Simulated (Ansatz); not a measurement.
```xyz
7

B    -2.1636    1.2991   -1.5286
O    -2.4567    2.2986   -0.8998
O    -0.2569   -1.0452   -1.8571
Si   -1.6516   -0.3779   -2.5195
H    -1.3227   -0.0307   -3.9317
H    -2.8344   -1.3022   -2.4787
H    -0.2824   -1.2499   -0.9044
```

Geometry: BLYP-D3(BJ)/def2-SVP.

The calculation used isolated molecule in a Gaussian basis; Kohn-Sham density functional theory, functional PBE0 in Ansatz 0.2.0.

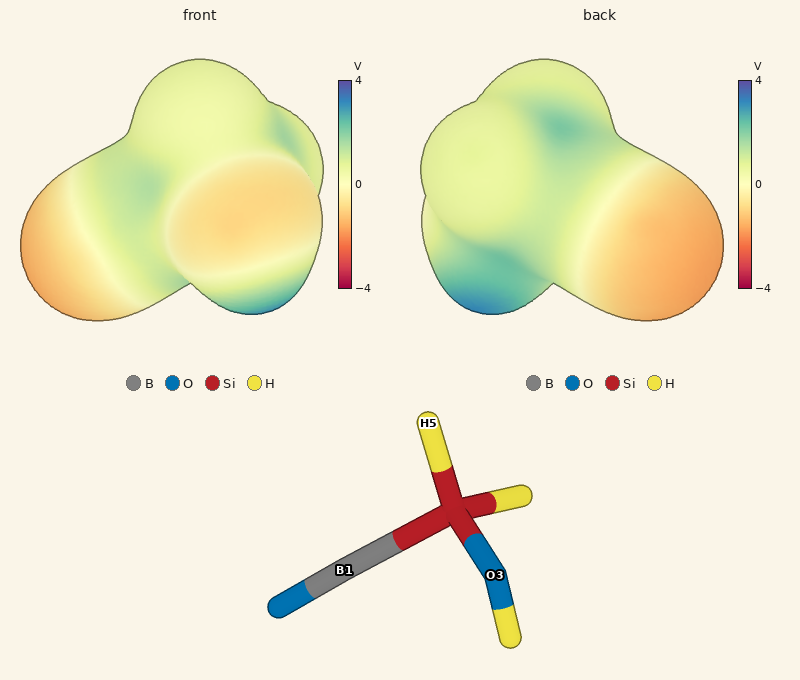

BH₃O₂Si (SMILES O=B[SiH2]O). The electrostatic potential painted on the density surface at 0.002 e/bohr³, seen from the front and from behind; the colour scale runs from red (negative) to blue (positive). The bare structure is drawn below in the same view.

> Describe the electrostatic potential map.

The most negative region (about −1.7 V) lies over O2, the most positive (about +3.1 V) over H7. O2 is the likeliest acceptor of a hydrogen bond.

> What dipole moment does the calculation give?

Its dipole moment is 2.85 D.
